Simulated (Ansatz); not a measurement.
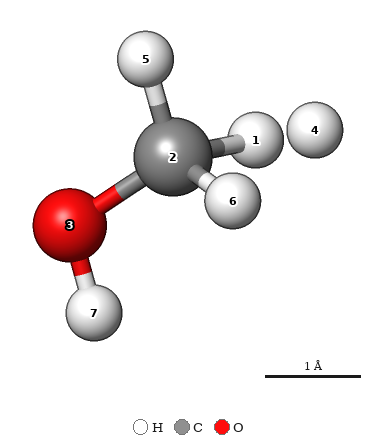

Fig. 1: The input geometry (ball-and-stick view, seen at a tilt; atoms are numbered from 1 in the order of the input).

# Phonon calculation of CH5O

CH5O, multiplicity 2, computed with UKS PBE0/def2-SVP (Ansatz 0.2.0).

It belongs to a series of runs on one base structure; here: vibrations at the highest image of the band. Figures and captions count atoms from 1; the log counts them from 0 in places.

## Input file
```yaml
crystal:
  periodic: [false, false, false]
  atoms:
    - { symbol: H, position_ang: [-0.869422, -0.330221, -0.480319] }
    - { symbol: C, position_ang: [0.21448, -0.241771, 0.292199] }
    - { symbol: O, position_ang: [1.119126, 0.648495, -0.210381] }
    - { symbol: H, position_ang: [-1.657927, -0.365003, -1.063866] }
    - { symbol: H, position_ang: [0.617588, -1.262423, 0.257213] }
    - { symbol: H, position_ang: [-0.216124, 0.007135, 1.278239] }
    - { symbol: H, position_ang: [0.792279, 1.543788, -0.072886] }
magnetization:
  spin_polarized: true
  initial_magnetization: 1
basis:
  gaussian: { orbitals: def2-SVP }
hamiltonian:
  xc: pbe0
phonons: {}
```

Hardware: 1 thread of Arm Neoverse V2, 24 GiB of memory available, shared host.

Command:
```bash
ansatz run input.yaml --threads 1 --pin off --max-ram 2048MiB --backend cpu --events-out ev --progress --plain --runs-dir out
```

## The program's output
```
Engine: ansatz 0.2.0, aarch64-unknown-linux-gnu
Functional definition: PBE0
  parameter a = 0.25
  parameter kappa = 0.804
  parameter beta = 0.06672455060314922
  exchange = (1 - a)*pbe_x(kappa = kappa, mu = beta*pi^2/3) + a*exact_x
  correlation = pbe_c(beta = beta)
579 factors; integrals over basis functions are off by at most 3.8e-4 eV
mean field evaluation 1: about -3153.5521 eV, gradient 2.6e1 eV
mean field evaluation 2: about -3151.8147 eV, gradient 3.3e1 eV
mean field evaluation 4: about -3156.2634 eV, gradient 1.5e0 eV
mean field evaluation 8: about -3156.2901 eV, gradient 2.3e-2 eV
mean field -3156.29010583 eV, -115.9915219789 hartree, gradient 7.1e-5 eV, S^2 0.759053; 0 other end points of the search recorded, 0 dependent functions left out
the calculation of the forces begins
reference -3156.29012794 eV, -115.9915227915 hartree; 10, 9 occupied and 43, 44 virtual orbitals, 579 factors
these checks for a lower state are left out or cut short: stability, starts, cluster_reference, orbital_swaps, neighbouring_geometries, increment
579 factors; integrals over basis functions are off by at most 3.8e-4 eV
mean field evaluation 16: about -3156.2761 eV, gradient 7.6e-2 eV
mean field -3156.29012614 eV, -115.9915227254 hartree, gradient 1.3e-6 eV, S^2 0.759044; 0 other end points of the search recorded, 0 dependent functions left out
[... from here on the field's lines of each further geometry are left out, up to the last ...]
the calculation of the forces begins
reference -3156.29012062 eV, -115.9915225226 hartree; 10, 9 occupied and 43, 44 virtual orbitals, 579 factors
these checks for a lower state are left out or cut short: stability, starts, cluster_reference, orbital_swaps, neighbouring_geometries, increment
579 factors; integrals over basis functions are off by at most 3.8e-4 eV
mean field -3156.29009791 eV, -115.9915216880 hartree, gradient 1.3e-6 eV, S^2 0.759053; 0 other end points of the search recorded, 0 dependent functions left out
the calculation of the forces begins
reference -3156.29012002 eV, -115.9915225006 hartree; 10, 9 occupied and 43, 44 virtual orbitals, 579 factors
WARN: phonons: modes at or below zero, which the zero-point energy, F, S and C_V leave out: 1, the lowest at -1106.88 cm⁻¹. A minimum has none, and a first-order saddle one
Total energy: -3156.29012794 eV, -115.9915227915 hartree
Atom 0 at    -0.869422    -0.330221    -0.480319 Å, force     0.007459     0.001359    -0.000860 eV/Å
Atom 1 at     0.214480    -0.241771     0.292199 Å, force    -0.006182    -0.002427     0.008366 eV/Å
Atom 2 at     1.119126     0.648495    -0.210381 Å, force     0.005113     0.002657    -0.004724 eV/Å
Atom 3 at    -1.657927    -0.365003    -1.063866 Å, force    -0.004851     0.000035    -0.001635 eV/Å
Atom 4 at     0.617588    -1.262423     0.257213 Å, force     0.000675    -0.000349    -0.001673 eV/Å
Atom 5 at    -0.216124     0.007135     1.278239 Å, force    -0.000049     0.000063     0.000381 eV/Å
Atom 6 at     0.792279     1.543788    -0.072886 Å, force    -0.002164    -0.001338     0.000144 eV/Å
Dipole moment:    -0.002936     0.204634     0.284907 e Å
Vibrations: -1106.88 300.80 386.66 567.16 1082.48 1105.00 1210.07 1267.06 1269.79 1377.76 1476.41 1533.91 3053.11 3188.81 3885.43 cm⁻¹, zero-point energy 1.345504 eV
```

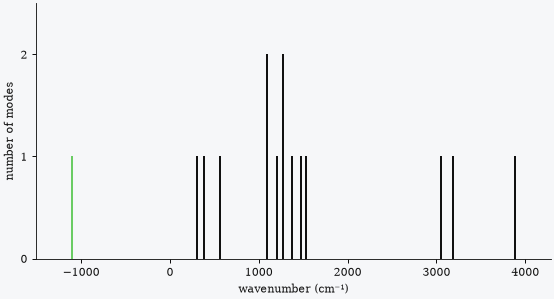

Fig. 2: Harmonic vibrational wavenumbers from the force constants; neighbouring modes closer than 23 cm⁻¹ are counted in one stick, and imaginary ones are drawn at negative wavenumbers. 15 modes from 1107i to 3885 cm⁻¹, 1 imaginary beyond 8i (1107i cm⁻¹): a first-order saddle point, if the geometry is stationary.

## Results in brief

- outcome: converged
- total energy: −3156.2901 eV
- mean-field energy: −3156.2901 eV
- ⟨S²⟩: 0.759
- largest force (length of the vector): 0.011 eV/Å
- wall time: 40 s
- peak memory: 0.11 GiB
